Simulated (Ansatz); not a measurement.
Input

```
crystal:
  periodic: [false, false, false]
  atoms:
    - {symbol: C, position_ang: [0.357604, 0.874008, 0.126941]}
    - {symbol: B, position_ang: [-1.051050, 1.111342, 0.701621]}
    - {symbol: Cl, position_ang: [-2.500899, 0.532901, -0.143607]}
    - {symbol: Ge, position_ang: [1.090167, -0.812661, 0.926047]}
    - {symbol: H, position_ang: [1.070661, 1.648985, 0.429055]}
    - {symbol: H, position_ang: [-1.246199, 1.644478, 1.750600]}
    - {symbol: H, position_ang: [0.395599, 0.726488, -0.956662]}
    - {symbol: H, position_ang: [2.535738, -0.994618, 0.407401]}
    - {symbol: H, position_ang: [1.112490, -0.714017, 2.468268]}
    - {symbol: H, position_ang: [0.230606, -2.022361, 0.500183]}
basis:
  gaussian: {orbitals: def2-TZVPD}
hamiltonian: {xc: {name: PBE0}}
output: {forces: true, orbitals: {seedname: orbitals}}
```

Launched as:

```sh
ansatz run input.yaml --threads 1 --pin off --max-ram 2610MiB --events-out events.jsonl --progress --plain --runs-dir runs
```

Geometry: B3LYP/6-31G*.

Level of theory: isolated molecule in a Gaussian basis; Kohn-Sham density functional theory, functional PBE0 in Ansatz.

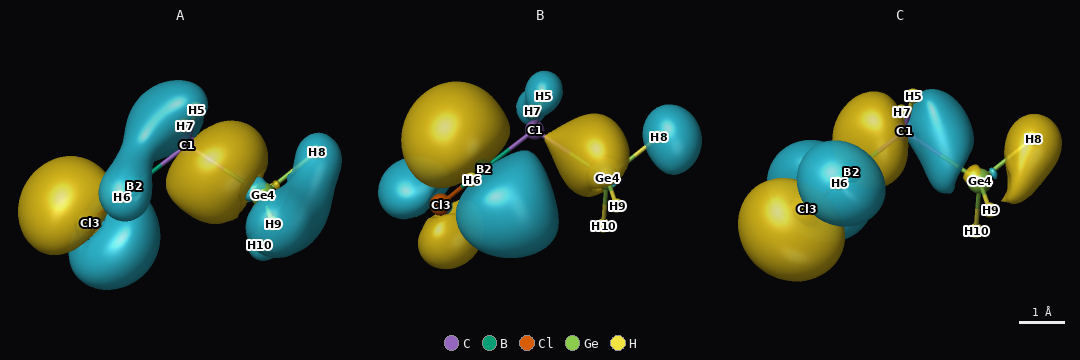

CH6BClGe. Three frontier orbitals at ±0.08 Å⁻³ᐟ² (yellow and cyan are the two phases), in no order.

### Which picture is the HOMO−1, the HOMO and the LUMO?

A is the HOMO−1 (−9.06 eV). It lies mainly on Cl3 (about 40 %), C1 (about 20 %), Ge4 (about 15 %) and B2 (about 5 %). C is the HOMO (−8.39 eV). Its weight (Hirshfeld) is mainly on Cl3 (about 55 %), C1 (about 15 %), B2 (about 10 %) and H6 (about 10 %). B is the LUMO (−1.39 eV). Its weight (Hirshfeld) is mainly on B2 (about 45 %), Cl3 (about 15 %), Ge4 (about 15 %), C1 (about 10 %) and H6 (about 5 %).

### What is the HOMO–LUMO gap?

7.00 eV between the orbital energies.
